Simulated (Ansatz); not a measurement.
Base system: GaSb in the zinc blende structure (space group F-43m, No. 216; a = 6.214 Å).

The change: a hydrostatic pressure of 45 GPa.

Calculations: PBE, PAW, 420 eV (Ansatz, a first-principles code; no spin-orbit coupling).

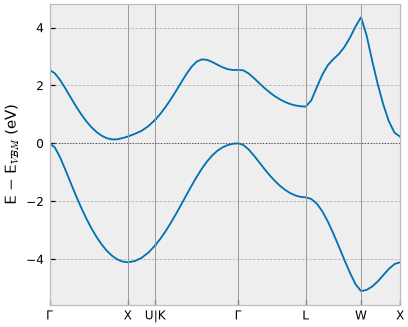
Fig. 1. Highest valence and lowest conduction band along the path of the changed cell's own zone

**Question.** From the figure, how large is the changed gap, and is it direct?

**Answer.** About 0.1 eV, indirect, Γ → Γ–X (80 % along).

With Sb present, leaving out spin-orbit coupling can change the band edges. Load acts through the strain it causes; cell and atoms are relaxed under it. Whether these cells are dynamically stable was not tested. Tetrahedral semiconductors of this kind turn to denser phases somewhere between about 1 and 50 GPa; those were not computed, so compressed cells here can lie past the real transition. All final runs are without spin polarisation.
